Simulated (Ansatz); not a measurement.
# The perfect Ir wire along [110], 9 atoms a period, part 2 of 2

Wanted: the relaxed geometry and the bands of the Ir wire along [110], 9 atoms a period.

Ansatz 0.2.0; DFT PBE, plane waves, PAW; relaxation of a wire's period; PAW set soft_1 (the session's first sound run).

So far: The structure; The relaxed wire.

## Step 2: The relaxed wire (continued)

The steps of the relaxation:

```
step  energy less that of the first step (eV)  largest force component (eV/Å)  pressure (GPa)  volume (Å³)
   1                                   0.0000                          2.5904           -6.22       488.33
   2                                  -1.1832                          0.4996            0.41       475.00
   3                                  -1.2753                          0.1669            0.03       475.84
   4                                  -1.2813                          0.0287            0.00       474.94
  5*                                  -1.2791                          0.0288            0.01       474.94
```

Relaxation steps marked * repeat the geometry before them on a plane-wave basis chosen anew for their cell, so energy and pressure can jump there.

Forces are held to the 8 operations that the run works with; a distortion that breaks them can't arise in this run.

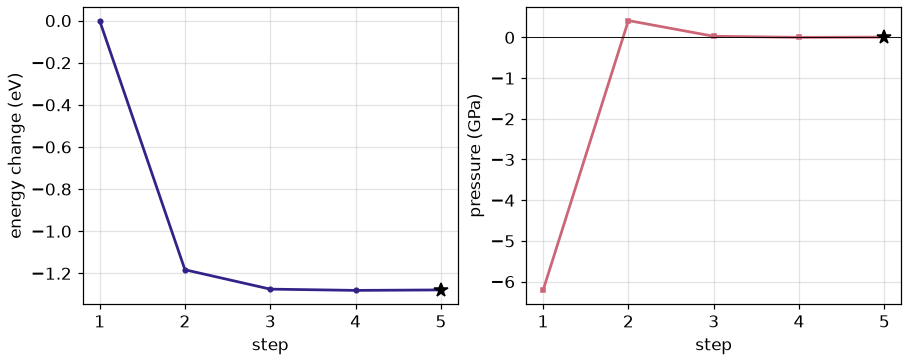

Energy and pressure along the relaxation. Stars mark steps on a basis chosen anew.

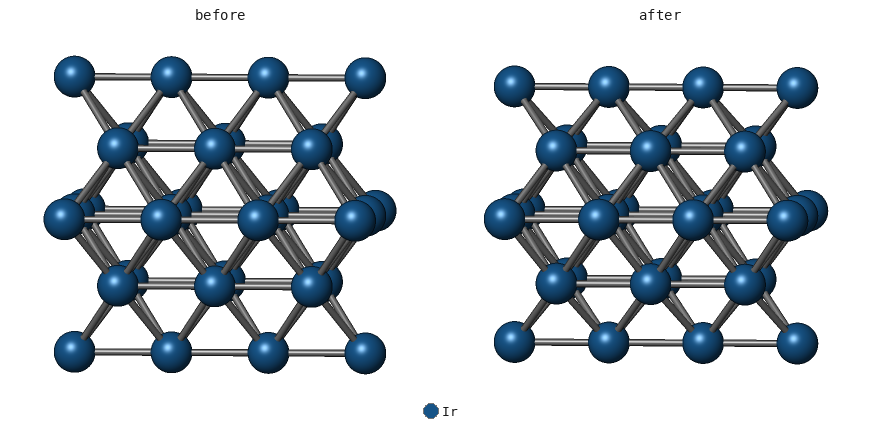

The structure before and after the relaxation, drawn at the same scale.

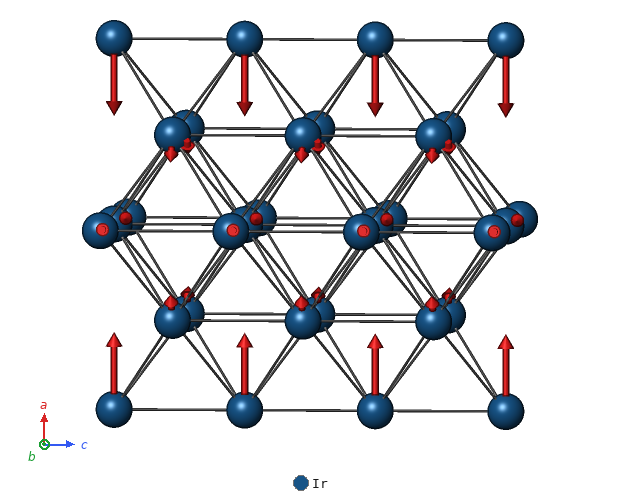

Displacements in the relaxation, exaggerated, measured against the changing cell; the longest in the cell stands for 0.28 Å. 1×1×3 cells are drawn. Some periodic images of atoms are drawn too.

```
cell as run  before  after  change
      c (Å)   2.737  2.662  -2.7 %
```

The atoms that moved most (Å, along periodic axes as changes of fractional coordinates times the final cell, across vacuum about the mean position):

```
atom      dx      dy     dz  length
 Ir1   0.277   0.000  0.000   0.277
 Ir4  -0.277   0.000  0.000   0.277
 Ir5   0.064  -0.045  0.000   0.078
 Ir7  -0.064  -0.045  0.000   0.078
 Ir6   0.064   0.045  0.000   0.078
 Ir8  -0.064   0.045  0.000   0.078
 Ir9   0.000  -0.067  0.000   0.067
 Ir2   0.000   0.067  0.000   0.067
```

Final coordinates:

```cif
data_structure
_symmetry_space_group_name_H-M 'P 1'
_symmetry_Int_Tables_number 1
_cell_length_a 14.5400
_cell_length_b 12.2730
_cell_length_c 2.6615
_cell_angle_alpha 90.000
_cell_angle_beta 90.000
_cell_angle_gamma 90.000
_cell_volume 474.94
loop_
_atom_site_label
_atom_site_type_symbol
_atom_site_fract_x
_atom_site_fract_y
_atom_site_fract_z
_atom_site_occupancy
Ir1 Ir 0.25286 0.50000 0.00000 1
Ir2 Ir 0.50000 0.28250 0.00000 1
Ir3 Ir 0.50000 0.50000 0.00000 1
Ir4 Ir 0.74714 0.50000 0.00000 1
Ir5 Ir 0.37132 0.38485 0.50000 1
Ir6 Ir 0.37132 0.61515 0.50000 1
Ir7 Ir 0.62868 0.38485 0.50000 1
Ir8 Ir 0.62868 0.61515 0.50000 1
Ir9 Ir 0.50000 0.71750 0.00000 1
```

Numbers from this step:

| Item | Value |
| --- | --- |
| energy at zero smearing | -107420.3965 eV |
| cell length along the wire | 2.662 Å |

The cell's length comes to 2.662 Å with spin left out.

## Step 3: The perfect wire

This step: DFT PBE, plane waves, PAW; bands of a perfect wire; PAW set soft_1 (Ansatz 0.2.0).

At the relaxed period the bands are computed along the axis; those that cross an energy going forward count the channels that a perfect wire would open there.

Input file input.yaml:

```yaml
crystal:
  lattice:
    - [14.54, 0.0, 0.0]
    - [0.0, 12.273, 0.0]
    - [0.0, 0.0, 2.661507644]
  atoms:
    - { symbol: Ir, position: [0.252858066, 0.5, 0.0] }
    - { symbol: Ir, position: [0.5, 0.28250177, 0.0] }
    - { symbol: Ir, position: [0.5, 0.5, 0.0] }
    - { symbol: Ir, position: [0.747141934, 0.5, 0.0] }
    - { symbol: Ir, position: [0.371315139, 0.384848524, 0.5] }
    - { symbol: Ir, position: [0.371315139, 0.615151476, 0.5] }
    - { symbol: Ir, position: [0.628684861, 0.384848524, 0.5] }
    - { symbol: Ir, position: [0.628684861, 0.615151476, 0.5] }
    - { symbol: Ir, position: [0.5, 0.71749823, 0.0] }
kpoints:
  mp_grid: { grid: [1, 1, 31] }
  band_path: { path: ["Γ", Z], npoints: 90 }
scf:
  occupations: { method: fermi_dirac, width: 0.05 }
hamiltonian:
  xc: pbe
  pseudopotentials: { kind: paw, azcp: { folder: soft_1 } }
output:
  dos: { e_range: [-5, 4] }
  write_potential: true
  write_density: true
  volumetric_format: npy
```

Started as:

```bash
$ ansatz run input.yaml --threads 4 --pin off --max-ram 16384MiB --backend cpu --events-out ev --progress --plain --runs-dir out
```

Numbers of over 12 decimals in the logs are rounded to 6 here.

The program printed:

```text
[...]
Crystal: 9 atoms, lattice volume = 474.944 Å³
Basis set: ecut = 420 eV, 9317 PW (Γ)
Bands: 92, of which v1, the nominal top of the filled ones, is band 77 counted from 1 (76 counted from 0)
Symmetry: 8 space group operations
[...]
k-points: 16 of 31
[...]
SCF iter   1: F=—  HF=-107422.633674 eV  |F-HF|=—  |Δ(HF+E_count)|=         —  Δρ=3.16e-2  dr2=1.04e1  ethr=3.10e-3  ⟨swp⟩=8.8  Hψ=6660  notcnv=0  defer=6
[...]
SCF iter  10: F=-107420.451381 eV  HF=-107420.451381 eV  |F-HF|=2.53e-8  |Δ(HF+E_count)|=   8.37e-7  Δρ=3.78e-6  dr2=8.42e-8  ethr=6.54e-11  ⟨swp⟩=11.6  Hψ=5915  notcnv=0
SCF 1 converged in 10 iterations: F = -107420.451381 eV  dr2 = 8.42e-8
[...]
NSCF: frozen V_eff on 91 k-points
WARN: The output density's exchange-correlation potential varies sharply where the density is thin. Do not read a vacuum level from v_tot or v_xc, or from such a field of the output density. On a cell that repeats whose density bears no net charge and no dipole along the vacuum's axis use v_es (v_loc + v_h of the components); under efield.dipole_correction with no amplitude use v_es + v_field, which holds any externa [...]
SCF converged after 10 iterations
Free energy (F): -107420.451381 eV
[...]
Internal energy: -107420.331575 eV  (E = F + TS)
E sigma→0 (E₀):  -107420.391478 eV
Entropy (-TS):   -0.119806 eV (-13.312 meV/atom)
Fermi energy:    3.156626 eV
[...]
--- Band table (eV; the first three rows and the last of 16) ---
  k-point 0: bands = [... 73 lower, 2.5076, 2.6187, 2.8388, 2.8848, 3.0150, 3.0456, 3.2457, 3.3209, ... 11 higher]
  k-point 1: bands = [... 73 lower, 2.4688, 2.6367, 2.7963, 2.9025, 3.0320, 3.1836, 3.3053, 3.4304, ... 11 higher]
  k-point 2: bands = [... 73 lower, 2.3788, 2.6424, 2.7309, 2.9429, 3.0705, 3.3627, 3.3921, 3.5246, ... 11 higher]
  k-point 15: bands = [... 73 lower, 3.5964, 3.6486, 3.7058, 3.7500, 4.1376, 4.2608, 4.2928, 4.6408, ... 11 higher]
```

Elapsed: 61 s, on 4 threads of Arm Neoverse V1, shared host; peak memory 2.2 GiB; 4 min of CPU time.

The column dr2 measures how far the density is from self-consistency, as an energy; F and HF (Harris–Foulkes) agree once it is small.

This step gave:

- energy at zero smearing: -107420.3915 eV
- band gap: 0 eV

Electronic bands along the path, in eV, zero at the Fermi level:

```
point  band 75  band 76  band 77  band 78  band 79  band 80  band 81  band 82
    Γ    -0.54    -0.32    -0.27    -0.14    -0.11     0.09     0.16     0.55
    Z     0.50     0.55     0.59     0.99     1.11     1.15     1.50     2.04
```

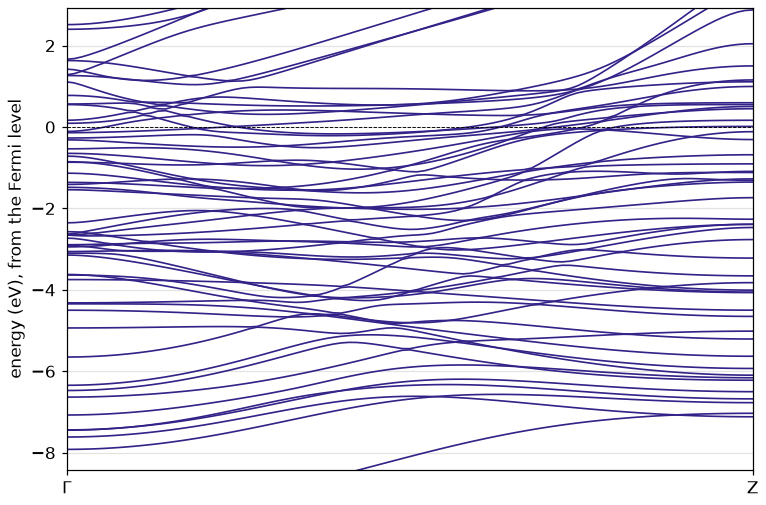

Electronic bands along the path.

Between Γ and Z the bands cross the Fermi level 12 times, so a perfect wire would conduct at least 12 G₀, with spin left out.

## Step 4: Summary of results

| Property | Result |
| --- | --- |
| cell length, PBE | 2.662 Å |
| ballistic conductance by band crossings, a lower bound, PBE | 12 G₀ |

**Reading.** Under PBE the cell's length is 2.66 Å, and the bands cross the Fermi level 12 times between Γ and Z, which gives a perfect wire at least 12 G₀ (opposite crossings within one step of the path cancel in such a count). No spin was allowed, though thin wires with open d shells can turn magnetic. Spin-orbit coupling is left out, which matters for the bands of heavy atoms.

[Logs are printed without paths, hosts, clocks, repeated set-up lines and the standing remarks that a program may print on its own settings, such as how far it seeks lower states.]

[Hosts, paths, dates, database ids (printed as entryN), source tags and the programs' standing remarks are cut or masked in the printed files.]
